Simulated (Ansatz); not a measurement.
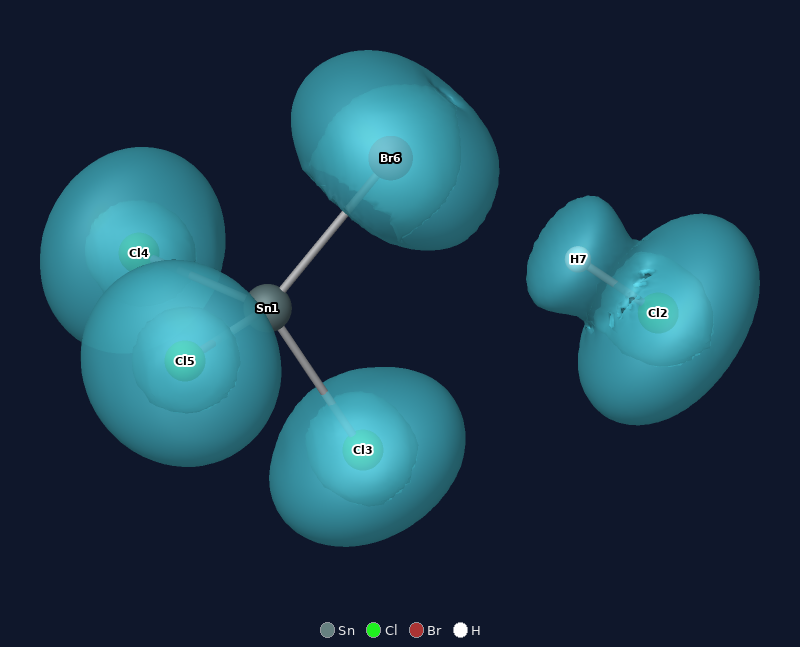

*BrCl₃Sn···HCl. Isosurface of the electron localisation function at 0.75 (cyan), seen at a tilt. Core shells and regions of very low density are left out.*

Core potentials replace the inner electrons of Sn.

Computed with RKS B3LYP/def2-SVP (Ansatz).

The calculation's input:

```
crystal:
  periodic: [false, false, false]
  atoms:
    - { symbol: Sn, position_ang: [-0.595584, 0.0, -0.472105] }
    - { symbol: Cl, position_ang: [0.19019, 0.0, 3.062574] }
    - { symbol: Cl, position_ang: [1.673013, 0.0, 0.108329] }
    - { symbol: Cl, position_ang: [-0.879958, 1.9361, -1.767642] }
    - { symbol: Cl, position_ang: [-0.879958, -1.9361, -1.767642] }
    - { symbol: Br, position_ang: [-2.669428, 0.0, 1.046633] }
    - { symbol: H, position_ang: [-1.118274, 0.0, 3.318451] }
basis:
  gaussian: { orbitals: def2-SVP }
hamiltonian:
  xc: b3lyp
relax:
  f_tol: 0.03
  max_steps: 50
output:
  orbitals: {}
```

Launched as:

```sh
ansatz run input.yaml --threads 4 --pin off --max-ram 5120MiB --backend cpu --events-out ev --progress --plain --runs-dir out
```

The fields are those of the run's last geometry, not of the input's.

### Where are the electrons localised?

The ELF exceeds this value in one region wrapped around Br (its valence shell), three regions wrapped around Cl (the valence shell of each) and one joined region spread over several atoms (Cl, H), in which their bonds and any lone pairs are merged. Profiles from the grid: Br6···H7 (2.83 Å): the ELF dips to about 0.05 between them: a non-bonded, intermolecular contact. Sn–Cl (2.34 Å): the ELF peaks at about 0.80 in the valence shell of Cl, 0.8 Å from its nucleus, and drops to about 0.15 between the two atoms.
